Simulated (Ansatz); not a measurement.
**Molecular dynamics, with input and output: AlBH4SO2 (part 1 of 2)**

AlBH4SO2, computed with RKS PBE-d3bjatm/6-31G* (Ansatz 0.2.0).

The geometry comes from this level: PBE0-D4/def2-TZVP. Figures and captions count atoms from 1; the log counts them from 0 in places.

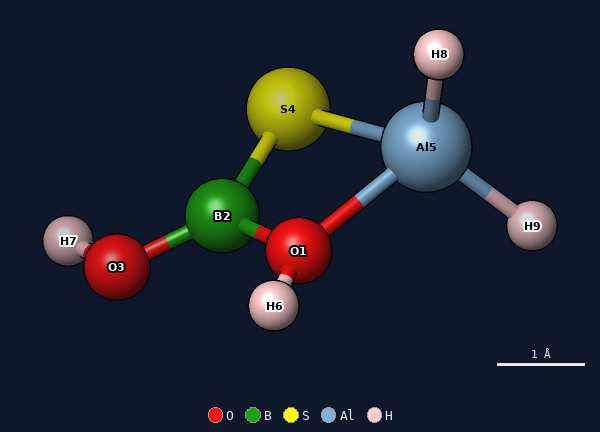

The input geometry (ball-and-stick view, seen at a tilt; atoms are numbered from 1 in the order of the input). Sticks mark near contacts. Bond lengths as drawn: Al–H 1.58 Å, Al–O 1.96 Å, Al–S 2.29 Å, B–O 1.35 to 1.42 Å, B–S 1.78 Å and H–O 0.96 Å.

**Results in brief**

- outcome: finished
- mean temperature over the second half: 583 K
- trajectory: 50 steps, 50 fs
- ensemble: nvt_langevin
- temperature in the input: 1000 K
- time step: 1 fs
- potential energy (last step): −22256.9243 eV
- mean-field energy (last step): −22256.7256 eV
- dispersion energy (last step): −0.1987 eV
- SCF solution under orbital rotations (last step): stable
- largest force (length of the vector) (last step): 2.973 eV/Å
- dipole moment (last step): 2.77 D
- hardware: 4 threads of Intel Xeon @ 2.80GHz, 23 GiB of memory available, shared host
- wall time: 52 s (CPU time 3.1 min)
- peak memory: 0.42 GiB

**Remarks**

So short a trajectory is not equilibrated. The logged temperature at the start can lie below the typed one, since it is counted over all degrees of freedom. The temperature stays far from the 1000 K of the thermostat over the second half: the run isn't equilibrated.

**Input file**
```yaml
crystal:
  periodic: [false, false, false]
  atoms:
    - {symbol: O, position_ang: [-0.133290, 0.038646, 0.863698]}
    - {symbol: B, position_ang: [0.106925, 0.900498, -0.243394]}
    - {symbol: O, position_ang: [0.194030, 2.217507, 0.041654]}
    - {symbol: S, position_ang: [0.236376, -0.026150, -1.758756]}
    - {symbol: Al, position_ang: [-0.103956, -1.633500, -0.162799]}
    - {symbol: H, position_ang: [-0.190758, 0.394296, 1.754899]}
    - {symbol: H, position_ang: [0.360707, 2.763069, -0.730333]}
    - {symbol: H, position_ang: [1.175631, -2.441463, 0.306011]}
    - {symbol: H, position_ang: [-1.557164, -2.259103, -0.088080]}
basis:
  gaussian: {orbitals: "6-31G*"}
hamiltonian: {xc: {name: PBE}, dispersion: d3bjatm}
md: {timestep: 1 fs, n_steps: 50, ensemble: nvt_langevin, temperature: 1000, initial_velocities: maxwell_boltzmann, friction: 0.01, seed: 563}
```

Command:
```bash
ansatz run in.yaml --threads 4 --pin off --events-out ev --progress --plain --max-ram 10444MiB
```

**What the program printed**
```
Functional definition: PBE
  name "PBE"
  cite "Perdew, Burke & Ernzerhof, Phys. Rev. Lett. 77, 3865 (1996) doi:10.1103/PhysRevLett.77.3865"
  parent pbe
  parameter kappa = 0.804
  parameter beta = 0.06672455060314922
  exchange = pbe_x(kappa = kappa, mu = beta*pi^2/3)
  correlation = pbe_c(beta = beta)
1009 factors; their error is unknown
mean field evaluation 1: about -22250.1537 eV, gradient 6.4e1 eV
mean field evaluation 2: about -22233.8970 eV, gradient 1.1e2 eV
mean field evaluation 4: about -22257.3046 eV, gradient 5.5e0 eV
mean field evaluation 8: about -22257.3907 eV, gradient 1.6e-1 eV
mean field evaluation 16: about -22257.3425 eV, gradient 8.4e-5 eV
mean field -22257.34250339 eV, -817.9422504309 hartree, gradient 1.0e-5 eV, S^2 0.000000; 0 other end points of the search recorded, 0 dependent functions left out
the calculation of the forces begins
reference -22257.34254701 eV, -817.9422520342 hartree; 27, 27 occupied and 64, 64 virtual orbitals, 1009 factors
md step     0: t =     0.00 fs  T =   888.9 K  F+E_penalty+E_count = -22257.54564154 eV  E_kin = 1.034080 eV  (27 SCF iters)
these checks for a lower state are left out or cut short: starts, cluster_reference, orbital_swaps, neighbouring_geometries, increment
1009 factors; their error is unknown
mean field -22257.25078029 eV, -817.9388796691 hartree, gradient 2.2e-5 eV, S^2 0.000000; 0 other end points of the search recorded, 0 dependent functions left out
the calculation of the forces begins
reference -22257.25082386 eV, -817.9388812705 hartree; 27, 27 occupied and 64, 64 virtual orbitals, 1009 factors
md step     1: t =     1.00 fs  T =   870.4 K  F+E_penalty+E_count = -22257.45442729 eV  E_kin = 1.012608 eV  (30 SCF iters, 3 dispersion substeps)
[... from here on the SCF iterations and repeated set-up lines of each step are left out, up to the last step ...]
md step     2: t =     2.00 fs  T =   795.6 K  F+E_penalty+E_count = -22257.34492597 eV  E_kin = 0.925508 eV  (29 SCF iters, 3 dispersion substeps)
md step     3: t =     3.00 fs  T =   857.3 K  F+E_penalty+E_count = -22257.29821205 eV  E_kin = 0.997363 eV  (30 SCF iters, 3 dispersion substeps)
md step     4: t =     4.00 fs  T =   834.0 K  F+E_penalty+E_count = -22257.25845459 eV  E_kin = 0.970265 eV  (29 SCF iters, 3 dispersion substeps)
md step     5: t =     5.00 fs  T =   832.5 K  F+E_penalty+E_count = -22257.24012228 eV  E_kin = 0.968506 eV  (29 SCF iters, 3 dispersion substeps)
md step     6: t =     6.00 fs  T =   886.1 K  F+E_penalty+E_count = -22257.25065726 eV  E_kin = 1.030801 eV  (29 SCF iters, 3 dispersion substeps)
md step     7: t =     7.00 fs  T =   889.1 K  F+E_penalty+E_count = -22257.24785827 eV  E_kin = 1.034286 eV  (30 SCF iters, 3 dispersion substeps)
md step     8: t =     8.00 fs  T =   872.1 K  F+E_penalty+E_count = -22257.18396518 eV  E_kin = 1.014543 eV  (29 SCF iters, 3 dispersion substeps)
md step     9: t =     9.00 fs  T =   736.7 K  F+E_penalty+E_count = -22257.05279783 eV  E_kin = 0.856981 eV  (29 SCF iters, 3 dispersion substeps)
md step    10: t =    10.00 fs  T =   539.6 K  F+E_penalty+E_count = -22256.91389898 eV  E_kin = 0.627757 eV  (29 SCF iters, 3 dispersion substeps)
md step    11: t =    11.00 fs  T =   454.7 K  F+E_penalty+E_count = -22256.82383018 eV  E_kin = 0.528951 eV  (29 SCF iters, 3 dispersion substeps)
md step    12: t =    12.00 fs  T =   444.8 K  F+E_penalty+E_count = -22256.77800391 eV  E_kin = 0.517469 eV  (29 SCF iters, 3 dispersion substeps)
md step    13: t =    13.00 fs  T =   419.0 K  F+E_penalty+E_count = -22256.76866708 eV  E_kin = 0.487406 eV  (29 SCF iters, 3 dispersion substeps)
md step    14: t =    14.00 fs  T =   419.8 K  F+E_penalty+E_count = -22256.81776429 eV  E_kin = 0.488426 eV  (29 SCF iters, 3 dispersion substeps)
md step    15: t =    15.00 fs  T =   528.3 K  F+E_penalty+E_count = -22256.90072724 eV  E_kin = 0.614648 eV  (29 SCF iters, 3 dispersion substeps)
md step    16: t =    16.00 fs  T =   621.4 K  F+E_penalty+E_count = -22256.96260347 eV  E_kin = 0.722908 eV  (30 SCF iters, 3 dispersion substeps)
md step    17: t =    17.00 fs  T =   655.4 K  F+E_penalty+E_count = -22256.97965863 eV  E_kin = 0.762460 eV  (29 SCF iters, 3 dispersion substeps)
md step    18: t =    18.00 fs  T =   666.9 K  F+E_penalty+E_count = -22256.98977468 eV  E_kin = 0.775793 eV  (27 SCF iters, 3 dispersion substeps)
md step    19: t =    19.00 fs  T =   628.4 K  F+E_penalty+E_count = -22256.94345791 eV  E_kin = 0.731002 eV  (29 SCF iters, 3 dispersion substeps)
md step    20: t =    20.00 fs  T =   529.4 K  F+E_penalty+E_count = -22256.82755992 eV  E_kin = 0.615848 eV  (29 SCF iters, 3 dispersion substeps)
md step    21: t =    21.00 fs  T =   504.9 K  F+E_penalty+E_count = -22256.75945142 eV  E_kin = 0.587414 eV  (29 SCF iters, 3 dispersion substeps)
md step    22: t =    22.00 fs  T =   447.4 K  F+E_penalty+E_count = -22256.78736042 eV  E_kin = 0.520498 eV  (29 SCF iters, 3 dispersion substeps)
md step    23: t =    23.00 fs  T =   452.5 K  F+E_penalty+E_count = -22256.86728891 eV  E_kin = 0.526403 eV  (29 SCF iters, 3 dispersion substeps)
md step    24: t =    24.00 fs  T =   496.4 K  F+E_penalty+E_count = -22256.92688358 eV  E_kin = 0.577427 eV  (29 SCF iters, 3 dispersion substeps)
md step    25: t =    25.00 fs  T =   469.7 K  F+E_penalty+E_count = -22256.90579498 eV  E_kin = 0.546453 eV  (29 SCF iters, 3 dispersion substeps)
md step    26: t =    26.00 fs  T =   430.6 K  F+E_penalty+E_count = -22256.83515801 eV  E_kin = 0.500979 eV  (29 SCF iters, 3 dispersion substeps)
md step    27: t =    27.00 fs  T =   394.2 K  F+E_penalty+E_count = -22256.81450296 eV  E_kin = 0.458558 eV  (29 SCF iters, 3 dispersion substeps)
md step    28: t =    28.00 fs  T =   403.6 K  F+E_penalty+E_count = -22256.82052084 eV  E_kin = 0.469530 eV  (29 SCF iters, 3 dispersion substeps)
md step    29: t =    29.00 fs  T =   350.9 K  F+E_penalty+E_count = -22256.77985851 eV  E_kin = 0.408271 eV  (29 SCF iters, 3 dispersion substeps)
md step    30: t =    30.00 fs  T =   314.0 K  F+E_penalty+E_count = -22256.71870156 eV  E_kin = 0.365231 eV  (29 SCF iters, 3 dispersion substeps)
md step    31: t =    31.00 fs  T =   356.3 K  F+E_penalty+E_count = -22256.70926450 eV  E_kin = 0.414500 eV  (29 SCF iters, 3 dispersion substeps)
md step    32: t =    32.00 fs  T =   469.1 K  F+E_penalty+E_count = -22256.78082762 eV  E_kin = 0.545750 eV  (29 SCF iters, 3 dispersion substeps)
md step    33: t =    33.00 fs  T =   567.3 K  F+E_penalty+E_count = -22256.86845324 eV  E_kin = 0.660014 eV  (29 SCF iters, 3 dispersion substeps)
md step    34: t =    34.00 fs  T =   624.8 K  F+E_penalty+E_count = -22256.89531890 eV  E_kin = 0.726853 eV  (29 SCF iters, 3 dispersion substeps)
md step    35: t =    35.00 fs  T =   664.2 K  F+E_penalty+E_count = -22256.88836887 eV  E_kin = 0.772731 eV  (29 SCF iters, 3 dispersion substeps)
md step    36: t =    36.00 fs  T =   672.3 K  F+E_penalty+E_count = -22256.92194754 eV  E_kin = 0.782137 eV  (29 SCF iters, 3 dispersion substeps)
md step    37: t =    37.00 fs  T =   648.5 K  F+E_penalty+E_count = -22256.92021177 eV  E_kin = 0.754440 eV  (28 SCF iters, 3 dispersion substeps)
md step    38: t =    38.00 fs  T =   592.5 K  F+E_penalty+E_count = -22256.82825560 eV  E_kin = 0.689302 eV  (29 SCF iters, 3 dispersion substeps)
md step    39: t =    39.00 fs  T =   531.9 K  F+E_penalty+E_count = -22256.75979144 eV  E_kin = 0.618813 eV  (29 SCF iters, 3 dispersion substeps)
md step    40: t =    40.00 fs  T =   547.8 K  F+E_penalty+E_count = -22256.80429551 eV  E_kin = 0.637237 eV  (29 SCF iters, 3 dispersion substeps)
md step    41: t =    41.00 fs  T =   651.8 K  F+E_penalty+E_count = -22256.89977027 eV  E_kin = 0.758234 eV  (29 SCF iters, 3 dispersion substeps)
md step    42: t =    42.00 fs  T =   739.8 K  F+E_penalty+E_count = -22256.95086712 eV  E_kin = 0.860664 eV  (29 SCF iters, 3 dispersion substeps)
md step    43: t =    43.00 fs  T =   750.5 K  F+E_penalty+E_count = -22256.89402374 eV  E_kin = 0.873140 eV  (29 SCF iters, 3 dispersion substeps)
md step    44: t =    44.00 fs  T =   715.7 K  F+E_penalty+E_count = -22256.79409428 eV  E_kin = 0.832562 eV  (29 SCF iters, 3 dispersion substeps)
md step    45: t =    45.00 fs  T =   648.3 K  F+E_penalty+E_count = -22256.78184750 eV  E_kin = 0.754223 eV  (29 SCF iters, 3 dispersion substeps)
md step    46: t =    46.00 fs  T =   730.1 K  F+E_penalty+E_count = -22256.80294711 eV  E_kin = 0.849303 eV  (29 SCF iters, 3 dispersion substeps)
md step    47: t =    47.00 fs  T =   709.3 K  F+E_penalty+E_count = -22256.78798382 eV  E_kin = 0.825116 eV  (28 SCF iters, 3 dispersion substeps)
md step    48: t =    48.00 fs  T =   667.4 K  F+E_penalty+E_count = -22256.78234078 eV  E_kin = 0.776394 eV  (28 SCF iters, 3 dispersion substeps)
md step    49: t =    49.00 fs  T =   741.9 K  F+E_penalty+E_count = -22256.83667176 eV  E_kin = 0.863118 eV  (29 SCF iters, 3 dispersion substeps)
these checks for a lower state are left out or cut short: starts, cluster_reference, orbital_swaps, neighbouring_geometries, increment
1009 factors; their error is unknown
mean field -22256.72553106 eV, -817.9195771160 hartree, gradient 1.9e-5 eV, S^2 0.000000; 0 other end points of the search recorded, 0 dependent functions left out
the calculation of the forces begins
reference -22256.72557442 eV, -817.9195787093 hartree; 27, 27 occupied and 64, 64 virtual orbitals, 1009 factors
1009 factors; their error is unknown
mean field evaluation 416: about -22256.7759 eV, gradient 2.8e-1 eV
mean field -22256.72553106 eV, -817.9195771160 hartree, gradient 1.9e-5 eV, S^2 0.000000; 1 other end points of the search recorded, 0 dependent functions left out
the calculation of the forces begins
reference -22256.72557442 eV, -817.9195787093 hartree; 27, 27 occupied and 64, 64 virtual orbitals, 1009 factors
md step    50: t =    50.00 fs  T =   756.0 K  F+E_penalty+E_count = -22256.92423823 eV  E_kin = 0.879509 eV  (28 SCF iters, 3 dispersion substeps)
```

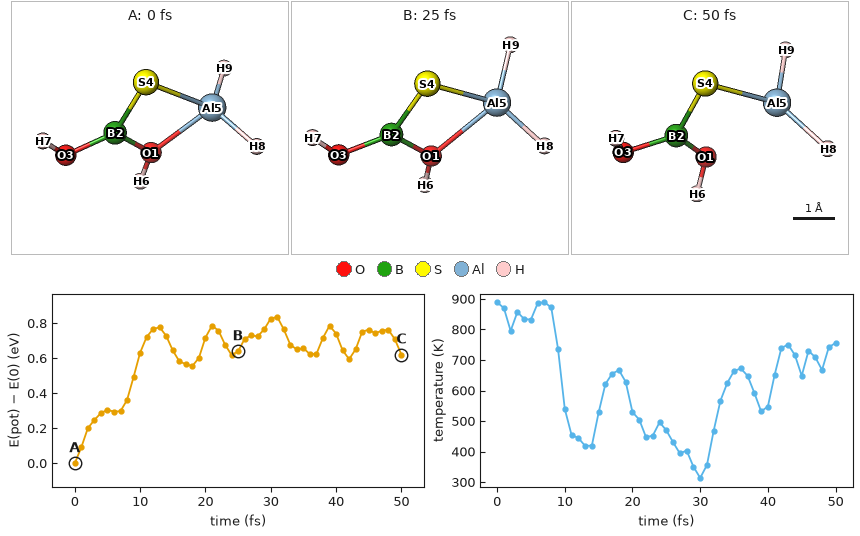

Frames of the molecular dynamics (ball-and-stick, seen at a tilt) above the curves, on which the letters mark them. The trajectory kept here has 51 frames over 50 fs. The temperature starts at 889 K, ranges from 314 to 889 K and averages 583 K over the second half. The potential energy ends 0.621 eV above its first value. After an unweighted best fit of the last frame on the first, the root-mean-square displacement is 0.27 Å.

```
Total energy: -22256.92428159 eV, -817.9268810631 hartree
Atom 0 at    -0.135941    -0.001544     0.979257 Å, force    -0.548694    -2.174191     1.395797 eV/Å
Atom 1 at     0.152055     0.797273    -0.066207 Å, force     0.305246     2.521618    -1.544689 eV/Å
Atom 2 at     0.325317     2.162520     0.162833 Å, force     0.971993    -0.599846    -1.292099 eV/Å
Atom 3 at     0.206956     0.078317    -1.721051 Å, force     0.082938    -0.672436    -0.002433 eV/Å
Atom 4 at    -0.232737    -1.805244    -0.482829 Å, force    -0.110717    -0.603245     0.152463 eV/Å
Atom 5 at     0.228733     0.283452     1.838934 Å, force    -0.133119     0.026189     0.159323 eV/Å
Atom 6 at     0.771760     2.420641    -0.704775 Å, force    -0.652906     0.323289     1.148590 eV/Å
Atom 7 at     0.993764    -2.889891     0.135531 Å, force    -0.981632     0.980219    -0.467677 eV/Å
Atom 8 at    -1.846659    -2.270956    -0.795723 Å, force     1.066892     0.198403     0.450724 eV/Å
Dipole moment:     0.245299     0.209213     0.477628 e Å
```

**Trajectory as extended XYZ (Å, eV, eV/Å), 22 of the 51 frames kept, from step=0 to step=50**
```
9
Properties=species:S:1:pos:R:3:forces:R:3 step=0 time_fs=0.0 energy=-22257.54564 temperature=888.9
O    -0.1333    0.0386    0.8637   -0.0604  -0.3814  -0.1483
B     0.1069    0.9005   -0.2434    0.0474   0.0866  -0.2766
O     0.1940    2.2175    0.0417   -0.1085   0.1876   0.8696
S     0.2364   -0.0261   -1.7588    0.0576  -0.1131  -0.5013
Al   -0.1040   -1.6335   -0.1628    0.0001  -0.2475  -0.1082
H    -0.1908    0.3943    1.7549   -0.0455   0.3060   0.7616
H     0.3607    2.7631   -0.7303    0.1329   0.3589  -0.6682
H     1.1756   -2.4415    0.3060    0.1948  -0.1126   0.0652
H    -1.5572   -2.2591   -0.0881   -0.2185  -0.0843   0.0062
9
Properties=species:S:1:pos:R:3:forces:R:3 step=2 time_fs=2.0 energy=-22257.34493 temperature=795.6
O    -0.1163    0.0289    0.8616    0.1161  -0.9625  -2.0114
B     0.1145    0.9149   -0.2217    0.0686  -0.2626  -0.7405
O     0.2058    2.2359    0.0562    0.0465   0.9538  -0.8049
S     0.2322   -0.0246   -1.7578    0.0664   0.1729  -0.2203
Al   -0.1071   -1.6408   -0.1790   -0.7660   0.5871  -0.5582
H    -0.1997    0.3633    1.7192   -0.2802   1.0395   2.8729
H     0.3015    2.7508   -0.7973   -0.0400  -0.5150   0.9449
H     1.0450   -2.4111    0.3701    1.4989  -0.8498   0.5427
H    -1.5022   -2.3234   -0.1340   -0.7103  -0.1634  -0.0251
9
Properties=species:S:1:pos:R:3:forces:R:3 step=5 time_fs=5.0 energy=-22257.24012 temperature=832.5
O    -0.0943    0.0139    0.8527   -0.4689   0.9559   2.5800
B     0.1247    0.9406   -0.1880    0.1346  -0.4788  -1.1153
O     0.2258    2.2747    0.0688   -0.2369   0.1084  -0.8887
S     0.2293   -0.0184   -1.7578    0.0789   0.5016   0.2000
Al   -0.1162   -1.6502   -0.2042   -0.9134   0.4733  -0.6297
H    -0.2274    0.3657    1.8049    0.2332  -0.6651  -1.5497
H     0.2096    2.6962   -0.8346    0.1772  -0.0127   0.8324
H     0.9350   -2.4227    0.5037    1.6677  -0.8871   0.6859
H    -1.4698   -2.4353   -0.2290   -0.6724   0.0044  -0.1150
```
